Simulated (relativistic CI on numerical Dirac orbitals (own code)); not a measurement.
# Cu³⁺: L2,3 absorption with charge transfer

Wanted: the shape of the L2,3 absorption spectrum of Cu³⁺ in a cubic metal-ligand cluster, for 5 values of Delta.

The numbers are computed with relativistic CI on numerical Dirac orbitals (own code) version 3 (charge-transfer multiplet model of a cubic metal-ligand cluster with up to 3 ligand holes, Slater and spin-orbit integrals from Dirac-Coulomb-Breit ions, Slater integrals scaled by 0.8), except any that are marked as measured or tabulated.

**1. Starting point**

| Quantity | Value |
| --- | --- |
| ion | Cu³⁺ (Cu IV) |
| nuclear charge | 29 |
| electrons | 26 |
| d electrons | 8 |
| ligand holes at most | 2 |
| parameters | in eV; Veg, Vt2g hoppings, tenDq and tenDqL metal and ligand splittings (negative tenDq: tetrahedral), red the scaling of hopping with a core hole |
| temperature | 20 K |
| widths | Lorentz 0.4 eV, Gauss 0.3 eV |

**2. Delta = -0.3 eV**

Settings of the run:

```ini
cluster ion=Cu3+ d8 ligand_holes=3 slater_scale=0.8
Delta=-0.3 Udd=8.3 Upd=9.9 tenDq=-0.45 tenDqL=0 Veg=1.18 Vt2g=-2 red=0.8
spectrum xas L2,3 T=20 lorentz=0.4 gauss=0.3
```

Run with:

```
$ python run_levels.py task.json out
```

One command runs all members of the session, one after another, from task.json.

From the run's result record (rounded, not every field) (excerpt; [...] marks lines left out):

```text
{
  "status": "converged",
  "curve, one point in 2 above 2 % of the maximum [energy, intensity] [eV from the first main peak; 1/eV]": [
    [-1.7, 0.01744],
    [-1.5, 0.02238],
    [-1.3, 0.02982],
    [-1.1, 0.04179],
    [-0.9, 0.06296],
    [-0.7, 0.1059],
    [-0.5, 0.2105],
    [-0.3, 0.4768],
    [-0.1, 0.8262],
    [0.1, 0.7628],
    [0.3, 0.4455],
    [0.5, 0.2539],
    [0.7, 0.1613],
    [0.9, 0.09598],
    [1.1, 0.05899],
    [1.3, 0.03884],
    [1.5, 0.02801],
    [1.7, 0.02202],
    [1.9, 0.01865],
    [2.1, 0.01723],
    [2.3, 0.01823],
    [2.5, 0.02391],
    [2.7, 0.03354],
    [2.9, 0.0367],
    [3.1, 0.04387],
    [3.3, 0.07658],
    [3.5, 0.103],
    [3.7, 0.07084],
    "... 13 more rows left out ..."
  ],
  "weights": [0.539625, 0.436623, 0.0237518],
  "n_d": 8.48413,
  "n_eg": 3.94154,
  "ground_S": 0.998585,
  "ground_energy [eV]": -4.3028,
  "cluster_levels [E_eV, degeneracy, S, weight_dn]": [
    [0, 1, 0.9986, 0.5396],
    [0.05297, 3, 0.9994, 0.5362],
    [0.1472, 2, 0.995, 0.5291],
    [0.1636, 3, 0.9969, 0.5258],
    [0.9198, 3, 0.5835, 0.4496],
    [1.002, 2, 0.7387, 0.4827],
    [1.003, 3, 0.9991, 0.5599],
    [1.042, 2, 0.5029, 0.4114],
    [1.057, 1, 0.9998, 0.5564],
    [1.125, 3, 0.6605, 0.4538],
    [1.589, 1, 0.1093, 0.2229],
    [1.84, 3, 0.9373, 0.3366],
    [1.857, 2, 0.9874, 0.3362],
    [1.906, 3, 0.9986, 0.3299],
    [1.952, 1, 0.9567, 0.3211],
    [1.971, 3, 0.6195, 0.4172],
    [2.114, 3, 0.6931, 0.4483],
    [2.168, 3, 0.01343, 0.2572],
    [2.963, 2, 0.03012, 0.2535],
    [3.332, 1, 0.04689, 0.1115],
    [3.682, 2, 0.9996, 0.03501],
    [3.685, 3, 0.9155, 0.03353],
    "... 2 more rows left out ..."
  ],
  "atomic [eV]": {"ground": {"F2dd": 11.0665, "F4dd": 6.9047, "zeta_d": 0.109594}, "final": {"F2dd": 11.0665, "F4dd": 6.9047, "zeta_d": 0.137655, "zeta_core": 13.3768, "F2cd": 7.06032, "G1cd": 5.41183, "G3cd": 3.07927}}
}
```

Wall time 1.4 s (1 thread of Neoverse-V1, shared host); peak memory 0.18 GiB.

**3. Delta = -1.3 eV**

Settings of the run:

```ini
cluster ion=Cu3+ d8 ligand_holes=3 slater_scale=0.8
Delta=-1.3 Udd=8.3 Upd=9.9 tenDq=-0.45 tenDqL=0 Veg=1.18 Vt2g=-2 red=0.8
spectrum xas L2,3 T=20 lorentz=0.4 gauss=0.3
```

Result record:

```text
{
  "status": "converged",
  "curve, one point in 3 above 2 % of the maximum [energy, intensity] [eV from the first main peak; 1/eV]": [
    [-1.6, 0.01897],
    [-1.3, 0.02859],
    [-1, 0.04815],
    [-0.7, 0.09836],
    [-0.4, 0.2854],
    [-0.1, 0.8083],
    [0.2, 0.6417],
    [0.5, 0.2548],
    [0.8, 0.1008],
    [1.1, 0.04838],
    [1.4, 0.02897],
    [1.7, 0.02017],
    [2.8, 0.02345],
    [3.1, 0.04738],
    [3.4, 0.04525],
    [3.7, 0.07435],
    [4, 0.1076],
    [4.3, 0.04273],
    [4.6, 0.01763],
    [5.7, 0.04526],
    [6, 0.04694],
    [20, 0.02221],
    [20.3, 0.06326],
    [20.6, 0.04612],
    [24.7, 0.02008],
    [25, 0.02095]
  ],
  "weights": [0.436988, 0.525799, 0.0372128],
  "n_d": 8.60022,
  "n_eg": 3.95534,
  "ground_S": 0.997974,
  "ground_energy [eV]": -4.84439,
  "cluster_levels [E_eV, degeneracy, S, weight_dn]": [
    [0, 1, 0.998, 0.437],
    [0.04891, 3, 0.9994, 0.4333],
    [0.1346, 2, 0.9934, 0.4253],
    [0.1475, 3, 0.9958, 0.4225],
    [0.7761, 3, 0.1914, 0.2846],
    [0.8148, 2, 0.04875, 0.2588],
    [1.021, 3, 0.9985, 0.4366],
    [1.032, 2, 0.9962, 0.4333],
    [1.072, 1, 0.9996, 0.4338],
    [1.082, 3, 0.9286, 0.4136],
    [1.261, 1, 0.06597, 0.1633],
    [1.63, 3, 0.9275, 0.2427],
    [1.648, 2, 0.9889, 0.2446],
    [1.691, 3, 0.9967, 0.2391],
    [1.729, 1, 0.9739, 0.2343],
    [1.773, 3, 0.2492, 0.2268],
    [1.883, 3, 0.0221, 0.1816],
    [2.081, 3, 0.9662, 0.3992],
    [2.683, 2, 0.04044, 0.1689],
    [2.931, 1, 0.05452, 0.08228],
    [3.243, 2, 0.9993, 0.03272],
    [3.244, 3, 0.9033, 0.03195],
    "... 2 more rows left out ..."
  ],
  "atomic [eV]": {"ground": {"F2dd": 11.0665, "F4dd": 6.9047, "zeta_d": 0.109594}, "final": {"F2dd": 11.0665, "F4dd": 6.9047, "zeta_d": 0.137655, "zeta_core": 13.3768, "F2cd": 7.06032, "G1cd": 5.41183, "G3cd": 3.07927}}
}
```

It took 1.4 s on 1 thread of Neoverse-V1, shared host; peak memory 0.18 GiB.

**4. Delta = 0.7 eV**

Settings of the run:

```ini
cluster ion=Cu3+ d8 ligand_holes=3 slater_scale=0.8
Delta=0.7 Udd=8.3 Upd=9.9 tenDq=-0.45 tenDqL=0 Veg=1.18 Vt2g=-2 red=0.8
spectrum xas L2,3 T=20 lorentz=0.4 gauss=0.3
```

Result record:

```text
{
  "status": "converged",
  "curve, one point in 4 above 2 % of the maximum [energy, intensity] [eV from the first main peak; 1/eV]": [
    [-1.7, 0.01714],
    [-1.3, 0.02901],
    [-0.9, 0.06018],
    [-0.5, 0.1947],
    [-0.1, 0.7799],
    [0.3, 0.5168],
    [0.7, 0.172],
    [1.1, 0.09999],
    [1.5, 0.04282],
    [1.9, 0.02194],
    [2.3, 0.01687],
    [2.7, 0.02198],
    [3.1, 0.04397],
    [3.5, 0.06733],
    [3.9, 0.02076],
    [4.5, 0.02663],
    [4.9, 0.05947],
    [5.3, 0.01939],
    [20.7, 0.05715],
    [21.1, 0.03334],
    [23.9, 0.02318]
  ],
  "weights": [0.634934, 0.350224, 0.0148419],
  "n_d": 8.37991,
  "n_eg": 3.92795,
  "ground_S": 0.998924,
  "ground_energy [eV]": -3.87213,
  "cluster_levels [E_eV, degeneracy, S, weight_dn]": [
    [0, 1, 0.9989, 0.6349],
    [0.0564, 3, 0.9995, 0.6321],
    [0.1575, 2, 0.996, 0.6267],
    [0.1776, 3, 0.9976, 0.6232],
    [0.9531, 3, 0.904, 0.641],
    [0.9692, 3, 0.9994, 0.6686],
    [0.9828, 2, 0.9923, 0.6646],
    [1.026, 1, 0.9999, 0.6654],
    [1.251, 2, 0.06293, 0.4309],
    [1.27, 3, 0.2456, 0.468],
    [1.938, 1, 0.2363, 0.3121],
    [1.969, 3, 0.9478, 0.6789],
    [2.053, 3, 0.9778, 0.4521],
    [2.063, 2, 0.9852, 0.4441],
    [2.119, 3, 0.9994, 0.4376],
    [2.182, 1, 0.8971, 0.4159],
    [2.298, 3, 0.1729, 0.4178],
    [2.463, 3, 0.00866, 0.3563],
    [3.241, 2, 0.02135, 0.3753],
    [3.801, 1, 0.03436, 0.1524],
    [4.234, 2, 0.9998, 0.0336],
    [4.238, 3, 0.9156, 0.03216],
    "... 2 more rows left out ..."
  ],
  "atomic [eV]": {"ground": {"F2dd": 11.0665, "F4dd": 6.9047, "zeta_d": 0.109594}, "final": {"F2dd": 11.0665, "F4dd": 6.9047, "zeta_d": 0.137655, "zeta_core": 13.3768, "F2cd": 7.06032, "G1cd": 5.41183, "G3cd": 3.07927}}
}
```

Wall time 1.4 s (1 thread of Neoverse-V1, shared host); peak memory 0.18 GiB.

**5. Delta = 1.7 eV**

Settings of the run:

```ini
cluster ion=Cu3+ d8 ligand_holes=3 slater_scale=0.8
Delta=1.7 Udd=8.3 Upd=9.9 tenDq=-0.45 tenDqL=0 Veg=1.18 Vt2g=-2 red=0.8
spectrum xas L2,3 T=20 lorentz=0.4 gauss=0.3
```

Result record:

```text
{
  "status": "converged",
  "curve, one point in 4 above 2 % of the maximum [energy, intensity] [eV from the first main peak; 1/eV]": [
    [-1.7, 0.01595],
    [-1.3, 0.02637],
    [-0.9, 0.05246],
    [-0.5, 0.1553],
    [-0.1, 0.6727],
    [0.3, 0.5768],
    [0.7, 0.2488],
    [1.1, 0.09572],
    [1.5, 0.09188],
    [1.9, 0.04128],
    [2.3, 0.02214],
    [3.2, 0.01914],
    [3.6, 0.04561],
    [4, 0.02272],
    [4.4, 0.02896],
    [4.8, 0.05004],
    [5.2, 0.01844],
    [21, 0.05214],
    [21.4, 0.0438],
    [23.9, 0.01687]
  ],
  "weights": [0.715216, 0.275552, 0.009232],
  "n_d": 8.29402,
  "n_eg": 3.91578,
  "ground_S": 0.999108,
  "ground_energy [eV]": -3.53681,
  "cluster_levels [E_eV, degeneracy, S, weight_dn]": [
    [0, 1, 0.9991, 0.7152],
    [0.05898, 3, 0.9995, 0.7132],
    [0.1648, 2, 0.9967, 0.7096],
    [0.1888, 3, 0.998, 0.7061],
    [0.9279, 3, 0.9996, 0.7536],
    [0.9286, 3, 0.9643, 0.7451],
    [0.9453, 2, 0.9959, 0.7504],
    [0.9879, 1, 1, 0.7513],
    [1.448, 3, 0.1331, 0.5535],
    [1.459, 2, 0.05982, 0.5294],
    [1.894, 3, 0.9818, 0.7933],
    [2.232, 3, 0.9692, 0.5553],
    [2.244, 2, 0.982, 0.5559],
    [2.25, 1, 0.6032, 0.463],
    [2.306, 3, 0.9997, 0.5504],
    [2.416, 1, 0.6303, 0.4763],
    [2.515, 3, 0.0985, 0.5166],
    [2.734, 3, 0.005864, 0.472],
    [3.472, 2, 0.01659, 0.521],
    [4.312, 1, 0.02194, 0.2066],
    [4.884, 2, 0.9999, 0.03018],
    [4.89, 3, 0.9072, 0.0292],
    "... 2 more rows left out ..."
  ],
  "atomic [eV]": {"ground": {"F2dd": 11.0665, "F4dd": 6.9047, "zeta_d": 0.109594}, "final": {"F2dd": 11.0665, "F4dd": 6.9047, "zeta_d": 0.137655, "zeta_core": 13.3768, "F2cd": 7.06032, "G1cd": 5.41183, "G3cd": 3.07927}}
}
```

Run time: 1.4 s. Hardware: 1 thread of Neoverse-V1, shared host; peak memory 0.18 GiB.

**6. Delta = 2.7 eV**

Settings of the run:

```ini
cluster ion=Cu3+ d8 ligand_holes=3 slater_scale=0.8
Delta=2.7 Udd=8.3 Upd=9.9 tenDq=-0.45 tenDqL=0 Veg=1.18 Vt2g=-2 red=0.8
spectrum xas L2,3 T=20 lorentz=0.4 gauss=0.3
```

Result record:

```text
{
  "status": "converged",
  "curve, one point in 3 above 2 % of the maximum [energy, intensity] [eV from the first main peak; 1/eV]": [
    [-1.8, 0.01519],
    [-1.5, 0.02165],
    [-1.2, 0.03354],
    [-0.9, 0.05955],
    [-0.6, 0.1366],
    [-0.3, 0.4381],
    [0, 0.7199],
    [0.3, 0.5057],
    [0.6, 0.3693],
    [0.9, 0.1327],
    [1.2, 0.06648],
    [1.5, 0.06993],
    [1.8, 0.09222],
    [2.1, 0.04864],
    [2.4, 0.033],
    [2.7, 0.02406],
    [3.7, 0.01507],
    [4, 0.02589],
    [4.3, 0.0267],
    [4.6, 0.03891],
    [4.9, 0.03026],
    [5.2, 0.01645],
    [21.1, 0.03891],
    [21.4, 0.07544],
    [21.7, 0.03299]
  ],
  "weights": [0.778426, 0.21577, 0.00580453],
  "n_d": 8.22738,
  "n_eg": 3.90557,
  "ground_S": 0.99921,
  "ground_energy [eV]": -3.27764,
  "cluster_levels [E_eV, degeneracy, S, weight_dn]": [
    [0, 1, 0.9992, 0.7784],
    [0.06072, 3, 0.9995, 0.7771],
    [0.1694, 2, 0.997, 0.7751],
    [0.197, 3, 0.9982, 0.7718],
    [0.8865, 3, 0.9996, 0.8158],
    [0.8929, 3, 0.9799, 0.8124],
    [0.9073, 2, 0.9967, 0.8128],
    [0.9483, 1, 1, 0.8143],
    [1.599, 3, 0.1723, 0.6568],
    [1.638, 2, 0.06684, 0.6243],
    [1.814, 3, 0.9579, 0.8458],
    [2.376, 3, 0.9705, 0.6566],
    [2.387, 2, 0.978, 0.6574],
    [2.454, 3, 0.9998, 0.6536],
    [2.454, 1, 0.9012, 0.6268],
    [2.678, 1, 0.229, 0.5293],
    [2.699, 3, 0.07121, 0.6184],
    [2.957, 3, 0.00427, 0.5882],
    [3.629, 2, 0.01482, 0.6575],
    [4.835, 1, 0.01342, 0.2713],
    [5.614, 2, 0.9999, 0.02616],
    [5.62, 3, 0.8941, 0.02568],
    "... 2 more rows left out ..."
  ],
  "atomic [eV]": {"ground": {"F2dd": 11.0665, "F4dd": 6.9047, "zeta_d": 0.109594}, "final": {"F2dd": 11.0665, "F4dd": 6.9047, "zeta_d": 0.137655, "zeta_core": 13.3768, "F2cd": 7.06032, "G1cd": 5.41183, "G3cd": 3.07927}}
}
```

It took 1.4 s on 1 thread of Neoverse-V1, shared host; peak memory 0.18 GiB.

**7. Comparison**

| run | d count | weight without ligand hole | ground S | up to four highest peaks (% of the highest), eV from the first main peak |
| --- | --- | --- | --- | --- |
| Delta = -0.3 eV | 8.48 | 0.54 | 1.00 | 0.0 (100), 3.5 (12), 5.2 (7), 20.5 (7) |
| Delta = -1.3 eV | 8.60 | 0.44 | 1.00 | 0.0 (100), 3.9 (13), 5.9 (6), 20.4 (8) |
| Delta = 0.7 eV | 8.38 | 0.63 | 1.00 | 0.0 (100), 3.4 (9), 4.9 (7), 20.8 (8) |
| Delta = 1.7 eV | 8.29 | 0.72 | 1.00 | 0.0 (100), 1.4 (13), 4.7 (7), 21.2 (9) |
| Delta = 2.7 eV | 8.23 | 0.78 | 1.00 | 0.0 (100), 1.8 (13), 21.4 (10) |

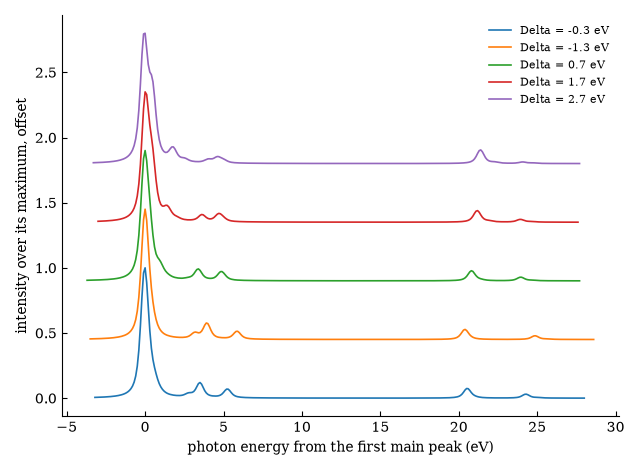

The spectra, each scaled to its maximum and offset.

**8. What came out**

```
                           quantity         value
                            d count  8.23 to 8.60
ground spin (effective S from ⟨S²⟩)          1.00
```

What this shows: From Delta = -1.3 eV to Delta = 2.7 eV the ground-state d count goes from 8.60 to 8.23. In the first run d8 holds 54 % of the ground state. The cluster parameters are drawn, not fitted to a compound.
